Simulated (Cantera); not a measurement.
Input: 1 mol C2H5OH, 0.044 mol O2, 2.8 mol N2, at 14.0 bar.

Equilibrium computed with Cantera from the NASA thermochemical tables; the gas is ideal and each condensed phase is pure. Candidate condensed phases: C, C6H6, C7H8, C8H18, H2O; 136 gas species. Equilibrium is a limit: real reactors are often held back by kinetics, nucleation or transport.

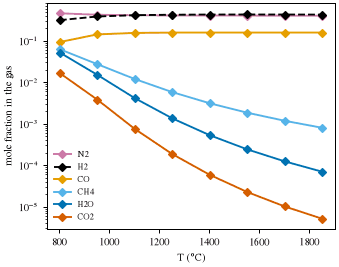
*Equilibrium gas composition (values under 1e-9 drawn at 1e-9)*

From 802 °C to 1852 °C the condensed part is C(graphite). The main C-bearing gas is CO throughout. The share of C in condensed phases is highest at 802 °C (47.5 %) and lowest at 1852 °C (41.3 %).
